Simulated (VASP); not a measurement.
Band structure of KI (rock salt). Method: TPSS meta-GGA, VASP's PBE PAW potentials (set 64) (plane waves; VASP).

Unless said otherwise, spin-orbit coupling is left out, though it shifts the bands of the heavy elements here.

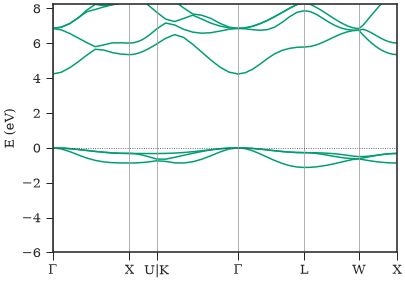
Bands along high-symmetry lines, zero at the valence-band maximum or, without a gap, the Fermi level

**Question.** Read the plot: is there a gap, and where are the band edges?

**Answer.** The gap is direct, 4.24 eV, from the valence maximum at Γ to the conduction minimum at Γ.

Measured: gap 6.10 eV (computed value off by -1.86 eV), as given by Aguado et al., (1998), arXiv:cond-mat/9809176.

The compound is KI in the rock salt structure. It was relaxed first, which changed the volume by +7 %.
